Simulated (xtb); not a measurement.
C$_{2}$H$_{6}$ClFSi: frequency calculation (part 2 of 2)

C$_{2}$H$_{6}$ClFSi, SMILES FCC[SiH2]Cl; GFN2-xTB, ALPB solvent phenol (xtb 6.7.1). The geometry was optimised with GFN2-xTB/ALPB(phenol).

### What the program printed, continued
```
     #   Z          covCN         q      C6AA      α(0)
     1   9 f        0.783    -0.307    12.407     4.161
     2   6 c        3.618     0.106    19.271     6.332
     3   6 c        3.698    -0.169    23.969     7.002
     4  14 si       3.527     0.522    99.095    19.210
     5  17 cl       0.803    -0.338   109.912    16.038
     6   1 h        0.924     0.067     2.119     2.277
     7   1 h        0.924     0.056     2.242     2.341
     8   1 h        0.925     0.062     2.181     2.310
     9   1 h        0.924     0.070     2.086     2.258
    10   1 h        0.919    -0.038     3.820     3.057
    11   1 h        0.920    -0.031     3.650     2.988

 Mol. C6AA /au·bohr⁶  :       1813.199014
 Mol. C8AA /au·bohr⁸  :      61365.961998
 Mol. α(0) /au        :         67.972644

Wiberg/Mayer (AO) data.
largest (>0.10) Wiberg bond orders for each atom

 ---------------------------------------------------------------------------
     #   Z sym  total        # sym  WBO       # sym  WBO       # sym  WBO
 ---------------------------------------------------------------------------
     1   9 f    0.958 --     2 c    0.900
     2   6 c    3.871 --     3 c    1.024     7 h    0.976     6 h    0.970
                             1 f    0.900
     3   6 c    3.977 --     2 c    1.024     8 h    0.980     9 h    0.966
                             4 si   0.890
     4  14 si   3.680 --     5 cl   0.981    11 h    0.892     3 c    0.890
                            10 h    0.889
     5  17 cl   1.084 --     4 si   0.981
     6   1 h    0.996 --     2 c    0.970
     7   1 h    0.997 --     2 c    0.976
     8   1 h    0.996 --     3 c    0.980
     9   1 h    0.995 --     3 c    0.966
    10   1 h    0.999 --     4 si   0.889
    11   1 h    0.999 --     4 si   0.892
 ---------------------------------------------------------------------------

Topologies differ in total number of bonds
Writing topology from bond orders to xtbtopo.mol

molecular dipole:
                 x           y           z       tot (Debye)
 q only:        0.205      -0.590      -1.133
   full:        0.331      -0.256      -1.038       2.845
molecular quadrupole (traceless):
                xx          xy          yy          xz          yz          zz
 q only:       -5.527       3.073       7.660      -4.382      -0.792      -2.133
  q+dip:       -6.221       2.792       6.504      -3.508      -1.052      -0.283
   full:       -6.214       2.970       6.457      -2.906      -1.197      -0.243

           -------------------------------------------------
          |               Frequency Printout                |
           -------------------------------------------------
 projected vibrational frequencies (cm⁻¹)
eigval :       -0.00    -0.00    -0.00     0.00     0.00     0.00
eigval :       23.75   102.46   127.96   255.97   396.64   410.29
eigval :      490.99   568.63   652.18   699.42   744.10   769.11
eigval :      929.17   963.25  1057.73  1154.34  1197.39  1286.35
eigval :     1314.34  1431.21  1444.34  2284.04  2311.09  2949.22
eigval :     2959.55  2991.88  3003.08
 reduced masses (amu)
   1: 20.90   2: 23.29   3: 30.22   4: 17.60   5: 18.07   6: 27.10   7: 22.78   8: 15.50
   9: 19.54  10: 12.39  11: 26.31  12: 13.54  13:  7.99  14:  1.86  15:  5.44  16: 11.68
  17:  2.54  18:  7.15  19: 11.44  20:  4.35  21:  9.23  22:  4.23  23:  2.91  24:  4.12
  25:  3.20  26:  1.88  27:  1.88  28:  2.09  29:  1.62  30:  1.90  31:  1.56  32:  1.93
  33:  1.58
 IR intensities (km·mol⁻¹)
   1:  2.09   2:  0.69   3:  0.46   4:  0.43   5:  0.31   6:  0.22   7:  4.27   8: 11.93
   9:  3.83  10:  4.06  11:116.97  12: 60.31  13: 35.99  14:  5.31  15: 88.58  16:378.31
Molecule has no symmetry elements
It seems to be the C1 point group
  17:170.88  18:129.97  19:133.16  20: 29.43  21: 47.90  22:  5.39  23: 34.04  24:  8.95
  25: 14.95  26:  8.11  27:  2.94  28:289.80  29:135.92  30: 47.08  31: 27.58  32: 31.13
  33: 12.14
 Raman intensities (Ä⁴*amu⁻¹)
   1:  0.00   2:  0.00   3:  0.00   4:  0.00   5:  0.00   6:  0.00   7:  0.00   8:  0.00
   9:  0.00  10:  0.00  11:  0.00  12:  0.00  13:  0.00  14:  0.00  15:  0.00  16:  0.00
  17:  0.00  18:  0.00  19:  0.00  20:  0.00  21:  0.00  22:  0.00  23:  0.00  24:  0.00
  25:  0.00  26:  0.00  27:  0.00  28:  0.00  29:  0.00  30:  0.00  31:  0.00  32:  0.00
  33:  0.00
 output can be read by thermo (or use thermo option).
 writing <g98.out> molden fake output.
 recommended (thermochemical) frequency scaling factor: 1.0
           -------------------------------------------------
          |             Thermodynamic Functions             |
           -------------------------------------------------

c1  symmetry found (for desy threshold:  0.10E+00) used in thermo

          ...................................................
          :                      SETUP                      :
          :.................................................:
          :  # frequencies                          27      :
          :  # imaginary freq.                       0      :
          :  linear?                             false      :
          :  only rotor calc.                    false      :
          :  symmetry                               c1      :
          :  rotational number                       1      :
          :  scaling factor                  1.0000000      :
          :  rotor cutoff                   50.0000000 cm⁻¹ :
          :  imag. cutoff                  -20.0000000 cm⁻¹ :
          :.................................................:

    mode    ω/cm⁻¹     T·S(HO)/kcal·mol⁻¹    T·S(FR)/kcal·mol⁻¹   T·S(vib)
   ------------------------------------------------------------------------
       1     23.75    -1.87629 (  4.84%)    -1.27628 ( 95.16%)    -1.30534
       2    102.46    -1.01581 ( 94.63%)    -0.84383 (  5.37%)    -1.00658
       3    127.96    -0.88743 ( 97.72%)    -0.77802 (  2.28%)    -0.88494
       4    255.97    -0.50360 ( 99.85%)    -0.57270 (  0.15%)    -0.50370
   ------------------------------------------------------------------------

   temp. (K)  partition function   enthalpy   heat capacity  entropy
                                   cal/mol     cal/K/mol   cal/K/mol   J/K/mol
 298.15  VIB   138.                 2777.243     17.224     17.153
         ROT  0.254E+06              888.752      2.981     27.716
         INT  0.351E+08             3665.995     20.205     44.868
         TR   0.116E+28             1481.254      4.968     40.054
         TOT                        5147.2492    25.1734    84.9221   355.3142

       T/K    H(0)-H(T)+PV         H(T)/Eh          T*S/Eh         G(T)/Eh
   ------------------------------------------------------------------------
    298.15    0.820266E-02    0.822852E-01    0.403492E-01    0.419360E-01
   ------------------------------------------------------------------------

         :::::::::::::::::::::::::::::::::::::::::::::::::::::
         ::                  THERMODYNAMIC                  ::
         :::::::::::::::::::::::::::::::::::::::::::::::::::::
         :: total free energy         -18.364152792888 Eh   ::
         ::.................................................::
         :: total energy              -18.406088779616 Eh   ::
         :: zero point energy           0.074082567453 Eh   ::
         :: G(RRHO) w/o ZPVE           -0.032146580725 Eh   ::
         :: G(RRHO) contrib.            0.041935986728 Eh   ::
         :::::::::::::::::::::::::::::::::::::::::::::::::::::

           -------------------------------------------------
          | TOTAL ENERGY              -18.406088779616 Eh   |
          | TOTAL ENTHALPY            -18.323803548403 Eh   |
          | TOTAL FREE ENERGY         -18.364152792888 Eh   |
          | GRADIENT NORM               0.000034651873 Eh/α |
          | HOMO-LUMO GAP               5.797715390546 eV   |
           -------------------------------------------------

------------------------------------------------------------------------
 unit  open   action     filename
   10 false : read       input.inp
   10 false : read       coord
   10 false : read       input.inp
   10 false : read       [file]
   10 false : written    hessian
   10 false : written    charges
   10 false : written    wbo
   10 false : written    xtbtopo.mol
   10 false : written    vibspectrum
   10  true : written    g98.out
   11 false : written    xtbrestart

------------------------------------------------------------------------
------------------------------------------------------------------------
 total:
 *  cpu-time:     0 d,  0 h,  0 min,  0.610 sec
 * ratio c/w:     1.000 speedup
 SCF:
 *  cpu-time:     0 d,  0 h,  0 min,  0.012 sec
 * ratio c/w:     1.000 speedup
 analytical hessian:
 *  cpu-time:     0 d,  0 h,  0 min,  0.583 sec
 * ratio c/w:     1.000 speedup
```

### File vibspectrum
```
$vibrational spectrum
#  mode     symmetry     wave number   IR intensity    selection rules
#                         cm**(-1)      (km*mol⁻¹)        IR
     1                      -0.00         0.00000          -
     2                      -0.00         0.00000          -
     3                      -0.00         0.00000          -
     4                       0.00         0.00000          -
     5                       0.00         0.00000          -
     6                       0.00         0.00000          -
     7        a             23.75         4.27215         YES
     8        a            102.46        11.92887         YES
     9        a            127.96         3.82750         YES
    10        a            255.97         4.05605         YES
    11        a            396.64       116.96552         YES
    12        a            410.29        60.31450         YES
    13        a            490.99        35.98803         YES
    14        a            568.63         5.30616         YES
    15        a            652.18        88.57956         YES
    16        a            699.42       378.31419         YES
    17        a            744.10       170.88161         YES
    18        a            769.11       129.96795         YES
    19        a            929.17       133.16008         YES
    20        a            963.25        29.43057         YES
    21        a           1057.73        47.90398         YES
    22        a           1154.34         5.38909         YES
    23        a           1197.39        34.03721         YES
    24        a           1286.35         8.95385         YES
    25        a           1314.34        14.94660         YES
    26        a           1431.21         8.11300         YES
    27        a           1444.34         2.94426         YES
    28        a           2284.04       289.79559         YES
    29        a           2311.09       135.91999         YES
    30        a           2949.22        47.08078         YES
    31        a           2959.55        27.58079         YES
    32        a           2991.88        31.12648         YES
    33        a           3003.08        12.13646         YES
$end
```

### Standard error
```
normal termination of xtb
```

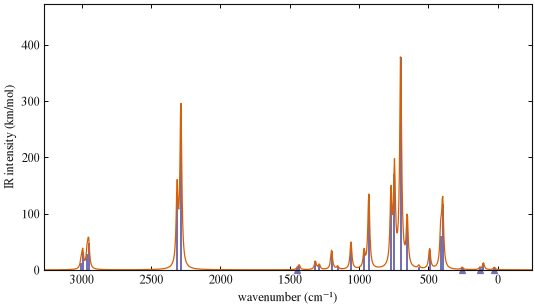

Figure 1. Harmonic infrared spectrum, unscaled: sticks (degenerate modes added up, dark ones marked on the axis) with a Lorentzian envelope of 16 cm⁻¹ full width, scaled to the tallest stick. 27 modes from 24 to 3003 cm⁻¹, none imaginary. The strongest line is at 699 cm⁻¹ (378 km/mol).

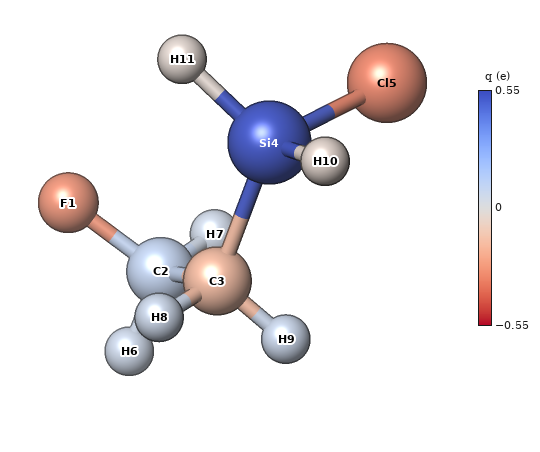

Figure 2. Mulliken charges, as the colour of each atom (ball-and-stick view, seen at an oblique angle; atoms are numbered from 1 in the order of the input). By element: F −0.31, C −0.17 to +0.11, Si +0.52, Cl −0.34 and H −0.04 to +0.07 e.

This output came from the following input.

### Input (coord)
```
$coord
     -3.335215431875      1.974442546793      0.415324007670  f
     -0.912208594879      2.438786050136     -0.500418375062  c
      0.293209905497     -0.001644061728     -1.408299497116  c
      0.647420170297     -2.497632121657      1.178414314055  si
      3.022238991114     -1.060570992924      3.893799577053  cl
     -1.150559750978      3.813524011279     -2.025559638464  h
      0.129805287501      3.287084107480      1.069074760485  h
     -0.850679112262     -0.765660333915     -2.941717760944  h
      2.131743349407      0.483921065994     -2.202116750288  h
      1.888856850608     -4.725430249978      0.129332855969  h
     -1.741231445753     -3.054553307845      2.430886994935  h
$end
```

### File input.inp
```
$scc
   broydamp=0.8
$end
```

Command:
```bash
xtb coord --hess --chrg 0 --alpb phenol -v --input input.inp --parallel 1 > xtb.out 2> xtb.err
```

### Summary

| quantity | value |
| --- | --- |
| outcome | converged |
| electrons treated | 32 |
| total energy | −18.406089 hartree |
| dispersion energy | −0.006591 hartree |
| solvation energy | −0.010860 hartree |
| basis functions | 38 |
| HOMO | −11.34 eV |
| LUMO | −5.54 eV |
| zero-point energy | 0.074083 hartree |
| dipole moment | 2.84 D |
| wavenumbers, lowest and highest | 24 and 3003 cm⁻¹ |
| hardware | 1 thread of AMD EPYC (Zen 3), 176 GiB of memory available, shared host |
| wall time | 0.65 s |
| peak memory | 0.069 GiB |

### Notes

Settings chosen away from the usual ones: method = gfn2-xtb; task = frequencies; x = {"broyden_damping": 0.8}; geo = {"prev": 1}; partner = base; sm = ALPB; solvent = phenol.
